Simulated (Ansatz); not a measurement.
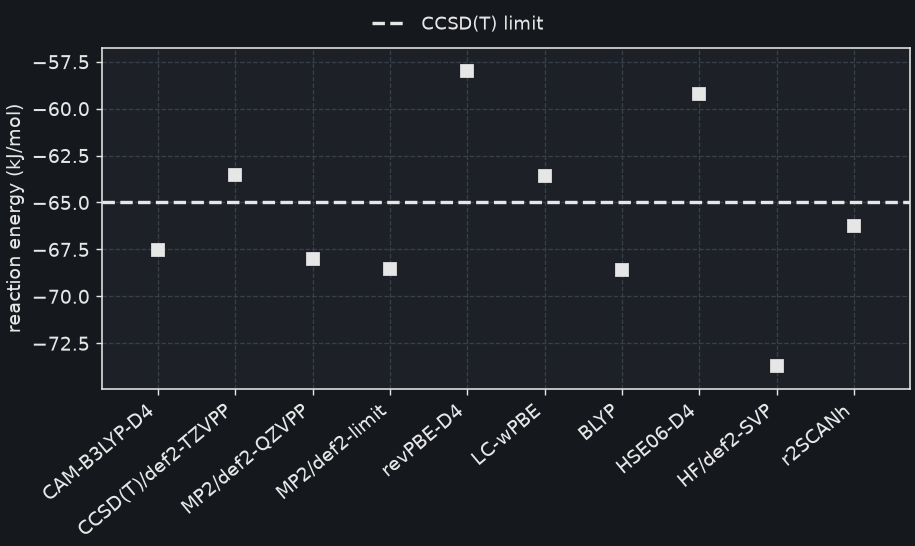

Electronic reaction energy of InSi₂H₇ ([SiH3][SiH2][InH2]) + H₂S (S) → InH₃S ([SH][InH2]) + Si₂H₆ ([SiH3][SiH3]) (SMILES in brackets) at several levels (functionals in def2-TZVPP unless a basis is named), isolated molecules at PBE0-D4 triple-zeta geometries, minima by their frequencies, no zero-point or thermal terms, the Ansatz code. The line is frozen-core CCSD(T) at the basis limit (MP2 extrapolated from triple and quadruple zeta, plus CCSD(T) less MP2 in a smaller set). No dispersion term is added to LC-wPBE, BLYP and r2SCANh. The distance of CCSD(T)/def2-TZVPP, MP2/def2-QZVPP and HF/def2-SVP to the limit includes basis error. Core potentials past Kr.

> Which level comes closest to the line (CCSD(T) limit), and which misses most?

Closest r2SCANh (−66.3 kJ/mol), against −65.0 kJ/mol; farthest HF/def2-SVP (−73.7 kJ/mol).

> Give the values.

```tsv
level	kJ/mol	less CCSD(T) limit
CAM-B3LYP-D4	−67.6	−2.6
CCSD(T)/def2-TZVPP	−63.6	1.4
MP2/def2-QZVPP	−68.0	−3.0
MP2/def2-limit	−68.6	−3.6
revPBE-D4	−58.0	6.9
LC-wPBE	−63.6	1.4
BLYP	−68.6	−3.6
HSE06-D4	−59.2	5.8
HF/def2-SVP	−73.7	−8.7
r2SCANh	−66.3	−1.3
CCSD(T) limit	−65.0	0.0
```

Note: outer-core shells are correlated without core-valence functions, which makes the correlated values less sure; spin-orbit coupling is left out, and with In it can shift these values.
